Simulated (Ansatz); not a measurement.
**C₂H₅AlF₂ (SMILES [CH3][AlH][CH](F)F): density, localisation and related maps**

Input file:

```
crystal:
  periodic: [false, false, false]
  atoms:
    - {symbol: C, position_ang: [-1.149329, -0.976621, 0.786254]}
    - {symbol: Al, position_ang: [0.634075, -0.279121, 0.466767]}
    - {symbol: C, position_ang: [0.867935, 1.087571, -1.000540]}
    - {symbol: F, position_ang: [0.421787, 0.548175, -2.191189]}
    - {symbol: F, position_ang: [0.055188, 2.171963, -0.731838]}
    - {symbol: H, position_ang: [-1.169391, -2.065276, 0.671198]}
    - {symbol: H, position_ang: [-1.888936, -0.549808, 0.105648]}
    - {symbol: H, position_ang: [-1.471141, -0.767811, 1.811830]}
    - {symbol: H, position_ang: [1.918748, -0.717784, 1.291252]}
    - {symbol: H, position_ang: [1.864064, 1.497515, -1.206284]}
basis:
  gaussian: {orbitals: def2-TZVPP}
hamiltonian: {xc: pbe0, dispersion: d4}
output: {orbitals: {seedname: orbitals}}
```

Run with:

```sh
ansatz run in.yaml --threads 4 --pin off --events-out ev --progress --plain --max-ram 10444MiB
```

Geometry: PBE0-D4/def2-TZVP.

Level of theory: RKS PBE0-D4/def2-TZVPP in Ansatz 0.2.0.

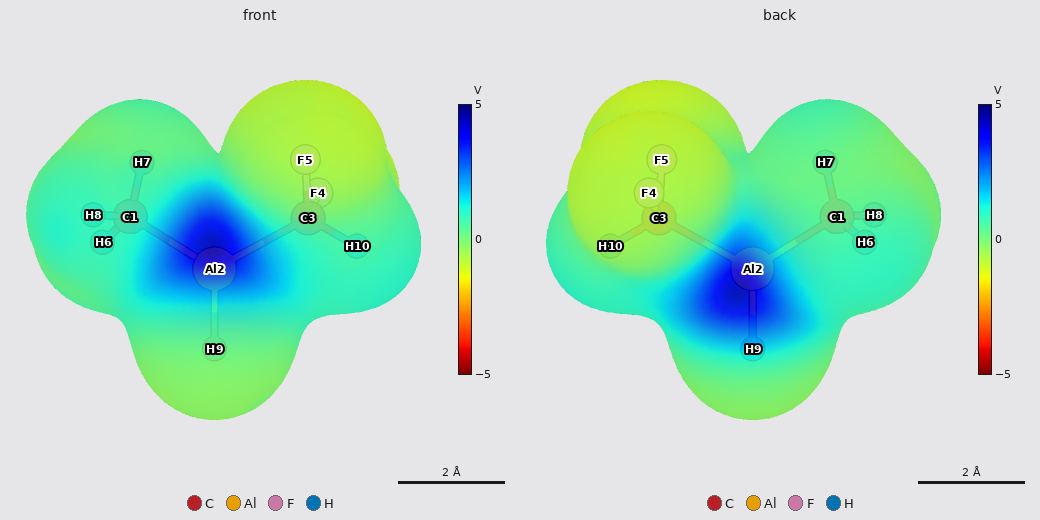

Figure 1. The molecular electrostatic potential painted on the density surface at 0.002 e/bohr³, seen from the front and from behind; the colour scale runs from red (negative) to blue (positive).

> Which sites attract a positive test charge, and which a negative one?

A positive charge is drawn to the negative regions and a negative charge to the positive ones. The most negative region (about −1.0 V, or −23 kcal/mol for a unit charge) lies over F4 and F5, the most positive (about +4.2 V, or +97 kcal/mol for a unit charge) over Al2.

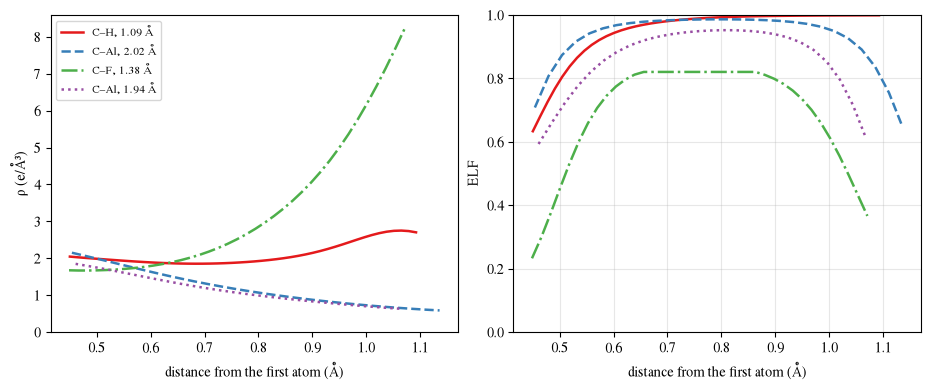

Figure 2. Total electron density and ELF along straight lines between neighbouring atoms. The curves leave out the atomic cores.

> What kind of bonding do the profiles show?

C–H (1.09 Å): ρ is about 1.9 e/Å³ halfway; the ELF climbs to about 1 towards the hydrogen, as it does in any bond to H (a covalent bond by its length).
C–Al (2.02 Å): ρ is about 0.72 e/Å³ halfway; the ELF peaks at about 1 between the atoms (a shared but strongly polarised pair).
C–F (1.38 Å): ρ at the midpoint is about 2.1 e/Å³, with its minimum of 1.7 e/Å³ about 0.5 Å from C; the ELF peaks at about 0.80 between the atoms: a shared but strongly polarised pair.
C–Al (1.94 Å): ρ is about 0.74 e/Å³ halfway; the ELF peaks at about 0.95 between the atoms, as expected for a polar covalent bond.

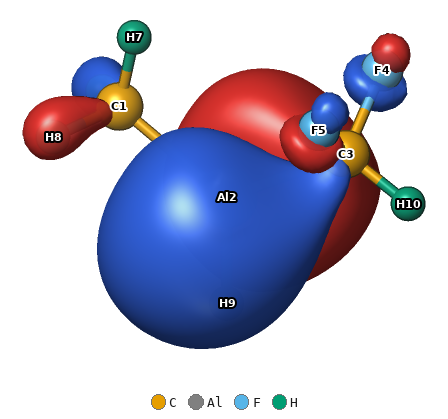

Figure 3. The LUMO at ±0.1 Å⁻³ᐟ² (blue and red are the two phases), seen at a tilt.

> Where does this orbital lie, and at what energy?

Its weight (Hirshfeld) is mainly on Al2 (about 70 %) and C3 (about 10 %). Its energy is −1.51 eV.
